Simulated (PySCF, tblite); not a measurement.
**C4H7BO2Si: dynamics, then NMR shifts on frames**

Aim: move C4H7BO2Si (`OB(O)C1=CC=C[SiH2]1`) away from its starting geometry and see how NMR shifts follow the geometry.

Programs: tblite 0.8.0 and PySCF 2.14.0, with density-fitted response routines of our own. Each step states its level of theory. These are calculated values for one molecule in the gas phase, unless marked as measured. Atoms are numbered from 0 throughout.

## Step 1: Starting geometry

15 atoms, charge 0, multiplicity 1; geometry from: GFN2-xTB.

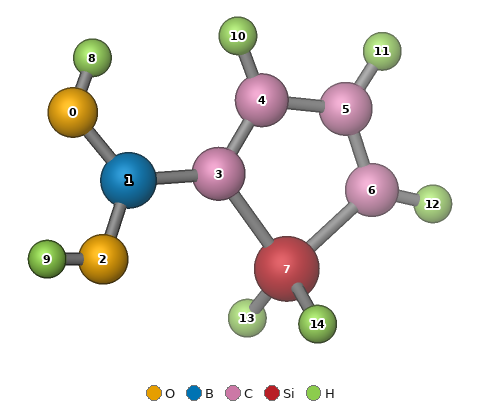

As it starts; oxygen amber, boron blue, carbon pink, silicon red, hydrogen green, atoms numbered.

## Step 2: A short Langevin run with GFN2-xTB

Job settings and geometry (Å):

```
{"job": {"kind": "md", "xc": "GFN2-xTB", "basis": "xTB", "temperature": 300, "steps": 2000, "every": 50, "frames": 5}, "charge": 0, "multiplicity": 1}
O      2.603417     0.934314     0.859943
B      1.858685     0.011762     0.179192
O      2.515927    -1.018291    -0.405079
C      0.308203     0.050361     0.039820
C     -0.493059     1.094460     0.329438
C     -1.920484     0.918986     0.118925
C     -2.299080    -0.276031    -0.352092
Si    -0.773389    -1.369873    -0.589030
H      2.109703     1.644659     1.264655
H      3.465234    -0.988533    -0.279356
H     -0.132676     2.049539     0.696324
H     -2.597793     1.732503     0.342884
H     -3.331989    -0.516490    -0.540512
H     -0.777691    -2.533277     0.301094
H     -0.539423    -1.726100    -1.988119
```

Method: GFN2-xTB Langevin dynamics, gas phase.

The run is started by

```
OMP_NUM_THREADS=1 python probes_run.py task.json out
```

One launch serves the whole session: the jobs run in the order shown.

Log:

```text
t/fs     T/K      E/eV
    0.0   239.3   -632.61679
   25.0   148.6   -632.35519
   50.0   160.2   -632.39777
   75.0   136.9   -632.38521
  100.0   175.0   -632.37572
  125.0   179.2   -632.27804
  150.0   224.5   -632.39336
  175.0   192.2   -632.25108
  200.0   195.2   -632.23143
  225.0   200.1   -632.20844
  250.0   185.5   -632.32639
  275.0   202.5   -632.18828
  300.0   261.2   -632.29807
  325.0   201.0   -632.25441
  350.0   188.2   -632.27601
  375.0   208.8   -632.25669
  400.0   386.4   -632.40414
  425.0   309.3   -632.17789
  450.0   226.8   -632.21913
  475.0   278.0   -632.31140
  500.0   192.1   -632.04802
  525.0   312.6   -632.26423
  550.0   238.6   -632.04476
  575.0   265.1   -632.18380
  600.0   293.5   -632.16309
  625.0   272.6   -632.08131
  650.0   253.7   -632.02953
  675.0   276.4   -632.08235
  700.0   239.1   -631.94336
  725.0   290.3   -632.02012
  750.0   395.1   -632.00175
  775.0   588.1   -632.22872
  800.0   365.6   -631.90598
  825.0   184.4   -631.85034
  850.0   462.5   -632.20239
  875.0   431.8   -632.13067
  900.0   331.6   -632.01919
  925.0   331.7   -632.10291
  950.0   351.1   -632.23203
  975.0   303.0   -632.20606
 1000.0   295.8   -632.08351
```

It took 11 s on 1 thread of Arm Neoverse V2, shared host; peak memory 0.18 GiB.

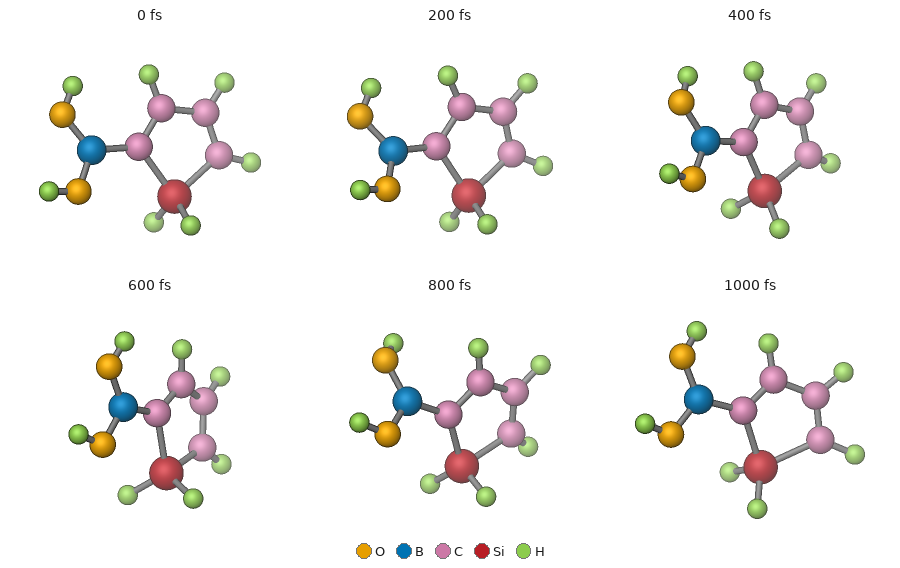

Frames of the run.

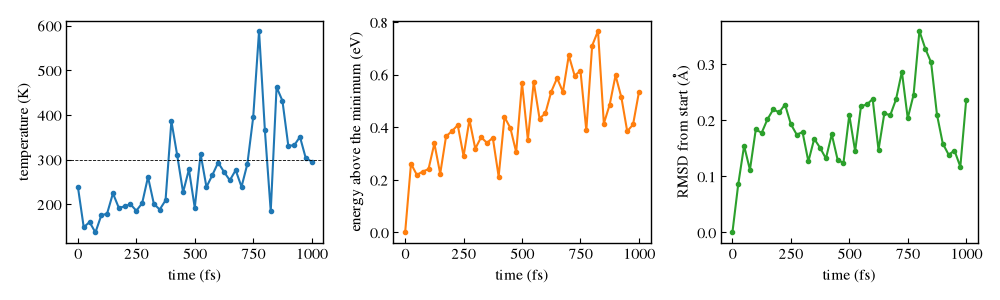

Temperature, potential energy and distance from the start.

Positions (Å) and forces (eV/Å) at 1000 fs:

```xyz
15

O     1.929    1.559    0.883    0.700   -0.515   -0.301
B     1.500    0.369    0.354    0.522   -0.223    0.633
O     2.455   -0.578    0.128   -0.330    0.303   -0.242
C     0.029   -0.016    0.129    0.492   -1.293    0.029
C    -0.980    0.833    0.267   -0.188    0.828    0.166
C    -2.261    0.382   -0.150   -1.493    0.162   -0.170
C    -2.413   -0.894   -0.498   -0.890   -1.600   -0.323
Si   -0.714   -1.780   -0.102   -0.933    1.912    0.622
H     1.312    2.175    1.234   -0.586    0.340    0.037
H     3.327   -0.221    0.266    0.335   -0.026    0.086
H    -0.873    1.844    0.636    0.025    0.248   -0.179
H    -3.083    1.084   -0.215   -0.008    0.165    0.022
H    -3.442   -1.293   -0.886    2.084    0.616    0.802
H    -0.535   -2.428    1.199   -0.304    0.053    0.251
H    -0.199   -2.711   -0.994    0.572   -0.970   -1.435
```

## Step 3: NMR shieldings: 250 fs, PBE0/pcSseg-1

Job settings and geometry (Å):

```
{"job": {"kind": "nmr", "xc": "PBE0", "basis": "pcSseg-1", "pop": false}, "charge": 0, "multiplicity": 1}
O      2.384900     1.007500     0.489400
B      1.580700     0.069400    -0.109600
O      2.133200    -0.827600    -0.903000
C      0.043600     0.073400     0.049500
C     -0.773100     1.081700     0.361600
C     -2.202200     0.978400     0.345400
C     -2.626100    -0.248200     0.047400
Si    -1.150800    -1.409700    -0.247700
H      1.903400     1.717200     0.936600
H      3.098500    -0.755000    -1.072500
H     -0.382200     2.061500     0.473200
H     -2.868600     1.782500     0.560500
H     -3.638200    -0.552000    -0.072800
H     -1.220800    -2.279300     0.880000
H     -1.059000    -2.103700    -1.540100
```

With the program's defaults for keys left out, this is: GIAO PBE0/pcSseg-1 NMR shielding, non-relativistic, gas phase.

Log:

```text
coarse grid: 13568 points
cycle   1  E = -620.7257983854  dE =  1.310e+00  |g| = 9.014e-01  |ddm| = 3.632e+00
cycle   2  E = -620.6102697892  dE =  1.155e-01  |g| = 1.211e+00  |ddm| = 1.549e+00
cycle   3  E = -620.8819673625  dE = -2.717e-01  |g| = 9.146e-02  |ddm| = 9.434e-01
cycle   4  E = -620.8833080709  dE = -1.341e-03  |g| = 5.185e-02  |ddm| = 1.264e-01
cycle   5  E = -620.8839909859  dE = -6.829e-04  |g| = 1.571e-02  |ddm| = 6.381e-02
cycle   6  E = -620.8840469941  dE = -5.601e-05  |g| = 4.841e-03  |ddm| = 1.726e-02
cycle   7  E = -620.8840527541  dE = -5.760e-06  |g| = 7.922e-04  |ddm| = 4.954e-03
final grid: 127992 points
cycle   8  E = -620.9482005283  dE = -3.588e-05  |g| = 9.084e-03  |ddm| = 2.879e-02
cycle   9  E = -620.9481842033  dE =  1.633e-05  |g| = 1.267e-02  |ddm| = 1.756e-02
cycle  10  E = -620.9482187682  dE = -3.456e-05  |g| = 9.478e-04  |ddm| = 1.068e-02
cycle  11  E = -620.9482189468  dE = -1.786e-07  |g| = 3.899e-04  |ddm| = 1.207e-03
cycle  12  E = -620.9482189823  dE = -3.549e-08  |g| = 1.214e-04  |ddm| = 3.790e-04
cycle  13  E = -620.9482189856  dE = -3.285e-09  |g| = 3.254e-05  |ddm| = 1.203e-04
cycle  14  E = -620.9482189858  dE = -2.678e-10  |g| = 6.455e-06  |ddm| = 4.420e-05
converged SCF energy = -620.9482189858

GIAO shielding tensors (ppm)
atom      isotropic    diamagn.    paramagn.     s11        s22        s33       span
  0 O      223.482     388.390    -164.908    121.541    258.516    290.388    168.847
  1 B       76.292     193.744    -117.453     63.970     70.747     94.159     30.189
  2 O      214.666     386.624    -171.958    133.454    243.318    267.227    133.774
  3 C       45.386     264.252    -218.866    -42.388      2.267    176.278    218.666
  4 C       29.332     255.437    -226.105    -84.969     29.949    143.016    227.985
  5 C       37.957     254.182    -216.225    -79.808     49.923    143.756    223.564
  6 C       34.079     263.241    -229.162    -75.167      5.407    171.996    247.162
  7 Si     385.554     881.733    -496.179    301.691    402.460    452.512    150.821
  8 H       27.217      32.713      -5.496     20.096     25.311     36.245     16.149
  9 H       26.661      28.234      -1.573     20.749     22.693     36.540     15.791
 10 H       24.875      34.913     -10.038     21.822     23.556     29.246      7.423
 11 H       24.475      30.972      -6.497     21.888     23.540     27.997      6.109
 12 H       24.990      30.526      -5.536     21.840     26.089     27.040      5.201
 13 H       27.558      29.772      -2.214     24.345     25.660     32.669      8.324
 14 H       26.866      28.745      -1.879     23.009     25.564     32.026      9.018
```

Run time: 22 s. Hardware: 1 thread of Arm Neoverse V2, shared host; peak memory 0.81 GiB.

Shifts follow as δ = σ(reference) − σ, with reference shieldings (ppm) from runs at the same level and on the same kind of geometry: ¹H TMS 31.72, ¹³C TMS 186.9, ²⁹Si TMS 349.2, ¹⁷O H2O 336.1, ¹¹B BF3·OEt2 100.1. The references are single molecules in the gas phase, so shifts against H2O, NH3, PH3, H3PO4 or CFCl3 are not on the usual liquid scales and can be off by tens of ppm. Each atom is listed at this fixed geometry, with no averaging over motion; a spectrum would average atoms that exchange fast.

| atoms | environment | σ (ppm) | δ (ppm) |
| --- | --- | --- | --- |
| C4 | alkene CH | 29.3 | 157.6 |
| C6 | alkene CH | 34.1 | 152.8 |
| C5 | alkene CH | 38.0 | 149.0 |
| C3 | fully substituted alkene carbon | 45.4 | 141.5 |
| H11 | hydrogen on an alkene CH | 24.48 | 7.24 |
| H10 | hydrogen on an alkene CH | 24.87 | 6.84 |
| H12 | hydrogen on an alkene CH | 24.99 | 6.73 |
| H9 | hydrogen on an oxygen bonded to B | 26.66 | 5.06 |
| H14 | hydrogen on a silicon bonded to 2 C, in a 5-membered ring | 26.87 | 4.85 |
| H8 | hydrogen on an oxygen bonded to B | 27.22 | 4.50 |
| H13 | hydrogen on a silicon bonded to 2 C, in a 5-membered ring | 27.56 | 4.16 |
| O2 | oxygen bonded to B, H | 214.7 | 121.4 |
| O0 | oxygen bonded to B, H | 223.5 | 112.6 |
| B1 | boron bonded to C, 2 O | 76.3 | 23.8 |
| Si7 | silicon bonded to 2 C, 2 H, in a 5-membered ring | 385.6 | -36.4 |

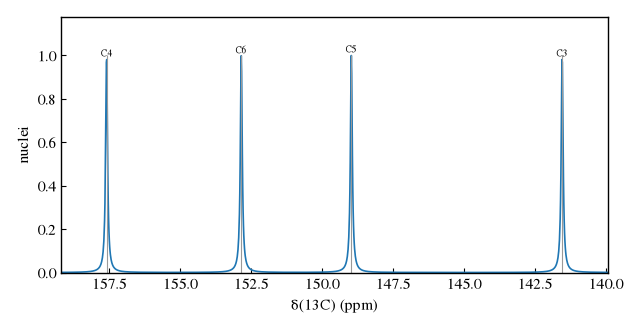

¹³C lines at the computed shifts, without couplings. Lines are broadened to a width of 0.08 ppm (Lorentzian).

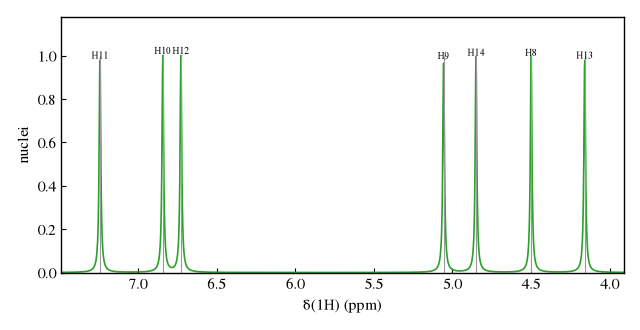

¹H lines at the computed shifts, without couplings. Lines are broadened to a width of 0.01 ppm (Lorentzian).

Ring of atoms C3, C4, C5, C6, Si7: NICS(0) 1.2, NICS(1) -2.1, NICS(1)zz 0.1 ppm (means of both faces).

The fields below are evaluated on a grid from the run's orbitals.

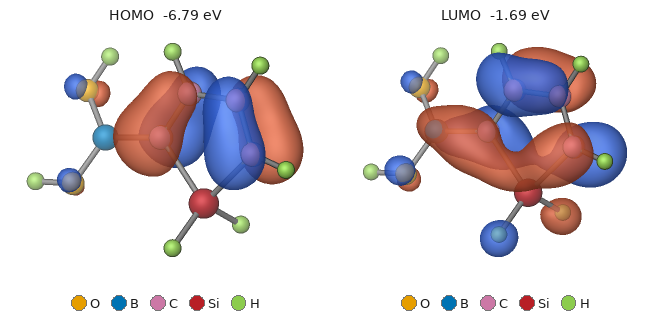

PBE0/pcSseg-1 orbitals near the gap, drawn at the value that encloses 70 % of each; the two colours are the two signs.

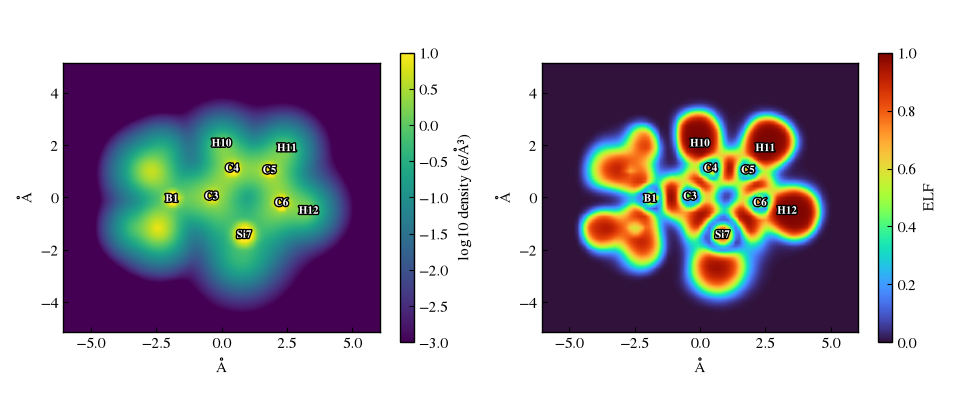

Density (left) and ELF (right) in a plane through or near 9 of the atoms.

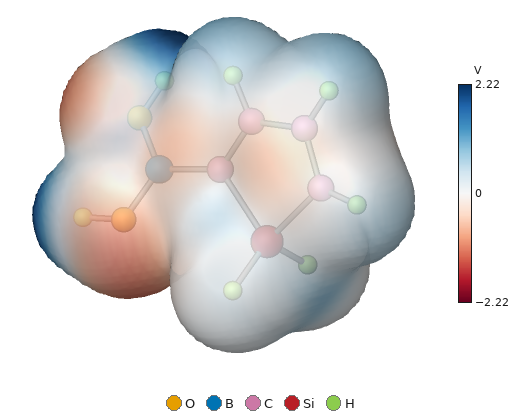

Electrostatic potential on the surface of density 0.002 e/bohr³; red is low, blue high. It runs, from the 1st to the 99th percentile, from -1.26 V near O0 to 2.22 V near H8.

## Step 4: Shielding tensors: 425 fs, PBE0/pcSseg-1

Job settings and geometry (Å):

```
{"job": {"kind": "nmr", "xc": "PBE0", "basis": "pcSseg-1", "pop": false}, "charge": 0, "multiplicity": 1}
O      2.082200     1.246000     0.368900
B      1.449800     0.155500    -0.166200
O      2.230700    -0.762200    -0.818500
C     -0.085400    -0.086100     0.069700
C     -0.981600     0.761900     0.600100
C     -2.361100     0.256300     0.807000
C     -2.595400    -0.930400     0.308600
Si    -0.955600    -1.791700    -0.002200
H      1.519500     1.844300     0.846200
H      3.128100    -0.430300    -1.005200
H     -0.683600     1.722600     0.882800
H     -3.167300     0.948400     1.174900
H     -3.601300    -1.345600     0.132000
H     -0.635500    -2.776900     1.094100
H     -0.931300    -2.430600    -1.390500
```

With the program's defaults for keys left out, this is: GIAO PBE0/pcSseg-1 NMR shielding, non-relativistic, gas phase.

Log:

```text
coarse grid: 13568 points
cycle   1  E = -620.7225337394  dE =  1.165e+00  |g| = 9.052e-01  |ddm| = 3.598e+00
cycle   2  E = -620.5969459508  dE =  1.256e-01  |g| = 1.233e+00  |ddm| = 1.477e+00
cycle   3  E = -620.8787474563  dE = -2.818e-01  |g| = 1.004e-01  |ddm| = 8.934e-01
cycle   4  E = -620.8804708598  dE = -1.723e-03  |g| = 5.484e-02  |ddm| = 1.365e-01
cycle   5  E = -620.8812274954  dE = -7.566e-04  |g| = 1.674e-02  |ddm| = 6.496e-02
cycle   6  E = -620.8812906032  dE = -6.311e-05  |g| = 4.850e-03  |ddm| = 1.717e-02
cycle   7  E = -620.8812963191  dE = -5.716e-06  |g| = 8.996e-04  |ddm| = 5.039e-03
final grid: 127992 points
cycle   8  E = -620.9462778824  dE = -2.939e-05  |g| = 8.647e-03  |ddm| = 2.387e-02
cycle   9  E = -620.9462619579  dE =  1.592e-05  |g| = 1.221e-02  |ddm| = 1.669e-02
cycle  10  E = -620.9462946422  dE = -3.268e-05  |g| = 8.952e-04  |ddm| = 1.014e-02
cycle  11  E = -620.9462947957  dE = -1.535e-07  |g| = 3.739e-04  |ddm| = 1.064e-03
cycle  12  E = -620.9462948288  dE = -3.308e-08  |g| = 1.048e-04  |ddm| = 3.747e-04
cycle  13  E = -620.9462948312  dE = -2.385e-09  |g| = 3.375e-05  |ddm| = 1.083e-04
cycle  14  E = -620.9462948314  dE = -2.701e-10  |g| = 7.941e-06  |ddm| = 4.344e-05
converged SCF energy = -620.9462948314

GIAO shielding tensors (ppm)
atom      isotropic    diamagn.    paramagn.     s11        s22        s33       span
  0 O      222.948     388.639    -165.691    111.794    267.329    289.720    177.926
  1 B       74.747     194.000    -119.253     62.914     70.834     90.494     27.581
  2 O      216.426     386.478    -170.053    125.391    256.059    267.828    142.437
  3 C       41.076     264.094    -223.018    -51.997     -7.585    182.810    234.807
  4 C       22.871     256.608    -233.737   -103.849     35.418    137.042    240.891
  5 C       37.548     254.699    -217.150    -74.130     51.244    135.531    209.661
  6 C       40.159     262.540    -222.381    -68.189     17.915    170.752    238.940
  7 Si     382.540     880.885    -498.345    306.355    397.030    444.236    137.881
  8 H       27.425      34.046      -6.621     20.252     25.423     36.599     16.347
  9 H       27.130      28.808      -1.678     21.105     23.572     36.712     15.607
 10 H       24.689      36.112     -11.423     20.321     24.262     29.484      9.163
 11 H       24.026      28.954      -4.927     22.079     22.821     27.178      5.099
 12 H       24.562      28.626      -4.065     22.298     25.438     25.949      3.652
 13 H       26.303      27.821      -1.518     23.685     24.478     30.747      7.062
 14 H       26.238      27.919      -1.681     22.482     24.975     31.258      8.776
```

Run time: 16 s. Hardware: 1 thread of Arm Neoverse V2, shared host; peak memory 0.81 GiB.

In short: δ C4 164.1, C5 149.4, C6 146.8, C3 145.8, H11 7.69, H12 7.16 ppm.

## Step 5: NMR shieldings: 625 fs, PBE0/pcSseg-1

Job settings and geometry (Å):

```
{"job": {"kind": "nmr", "xc": "PBE0", "basis": "pcSseg-1", "pop": false}, "charge": 0, "multiplicity": 1}
O      1.721900     1.990200    -0.001500
B      1.196500     0.711700    -0.155100
O      2.017800    -0.220900    -0.753400
C     -0.287600     0.306600     0.213700
C     -1.382400     0.928700     0.607900
C     -2.643400     0.134000     0.790800
C     -2.497000    -1.190100     0.623700
Si    -0.751100    -1.548200    -0.133200
H      1.069400     2.592600     0.403000
H      2.854500     0.204100    -1.086100
H     -1.278900     1.950400     0.873500
H     -3.499700     0.760000     1.154200
H     -3.293000    -1.799300     0.808200
H     -0.063400    -2.545100     0.652100
H     -0.765100    -2.020300    -1.471900
```

Method: GIAO PBE0/pcSseg-1 NMR shielding, non-relativistic, gas phase.

Log:

```text
coarse grid: 13568 points
cycle   1  E = -620.7229299204  dE =  1.087e+00  |g| = 8.893e-01  |ddm| = 3.595e+00
cycle   2  E = -620.5926270741  dE =  1.303e-01  |g| = 1.235e+00  |ddm| = 1.399e+00
cycle   3  E = -620.8737214434  dE = -2.811e-01  |g| = 1.005e-01  |ddm| = 8.478e-01
cycle   4  E = -620.8755285368  dE = -1.807e-03  |g| = 5.096e-02  |ddm| = 1.356e-01
cycle   5  E = -620.8761939433  dE = -6.654e-04  |g| = 1.648e-02  |ddm| = 6.484e-02
cycle   6  E = -620.8762562844  dE = -6.234e-05  |g| = 5.234e-03  |ddm| = 1.719e-02
cycle   7  E = -620.8762629837  dE = -6.699e-06  |g| = 7.865e-04  |ddm| = 5.082e-03
final grid: 127992 points
cycle   8  E = -620.9402262373  dE = -3.048e-05  |g| = 8.181e-03  |ddm| = 2.737e-02
cycle   9  E = -620.9402124801  dE =  1.376e-05  |g| = 1.153e-02  |ddm| = 1.543e-02
cycle  10  E = -620.9402408447  dE = -2.836e-05  |g| = 7.930e-04  |ddm| = 9.149e-03
cycle  11  E = -620.9402409587  dE = -1.139e-07  |g| = 2.851e-04  |ddm| = 8.826e-04
cycle  12  E = -620.9402409760  dE = -1.735e-08  |g| = 1.075e-04  |ddm| = 3.066e-04
cycle  13  E = -620.9402409786  dE = -2.540e-09  |g| = 3.620e-05  |ddm| = 1.116e-04
cycle  14  E = -620.9402409789  dE = -3.380e-10  |g| = 6.170e-06  |ddm| = 4.275e-05
converged SCF energy = -620.9402409789

GIAO shielding tensors (ppm)
atom      isotropic    diamagn.    paramagn.     s11        s22        s33       span
  0 O      214.092     388.680    -174.588    103.357    259.747    279.172    175.815
  1 B       72.863     193.423    -120.559     61.455     68.227     88.909     27.454
  2 O      201.872     388.123    -186.251    113.995    242.534    249.088    135.094
  3 C       47.659     267.085    -219.426    -39.316      8.230    174.063    213.380
  4 C       24.790     255.807    -231.017    -95.615     31.715    138.271    233.886
  5 C       30.236     256.859    -226.623    -80.500     41.357    129.850    210.350
  6 C       44.658     260.107    -215.449    -64.811     19.018    179.767    244.579
  7 Si     375.267     881.195    -505.928    291.457    375.337    459.007    167.550
  8 H       26.901      32.271      -5.370     19.909     25.077     35.716     15.807
  9 H       26.455      28.161      -1.706     20.549     23.338     35.479     14.929
 10 H       24.477      34.913     -10.435     20.633     23.343     29.456      8.824
 11 H       23.688      28.864      -5.175     22.383     22.942     25.740      3.358
 12 H       25.972      30.985      -5.013     23.681     26.524     27.711      4.030
 13 H       27.181      29.486      -2.305     23.381     25.963     32.200      8.819
 14 H       27.253      29.743      -2.490     23.885     25.855     32.021      8.136
```

Run time: 17 s. Hardware: 1 thread of Arm Neoverse V2, shared host; peak memory 0.83 GiB.

Key values: δ C4 162.1, C5 156.7, C6 142.3, C3 139.3, H11 8.03, H10 7.24 ppm.

[end of part 1 of 2]
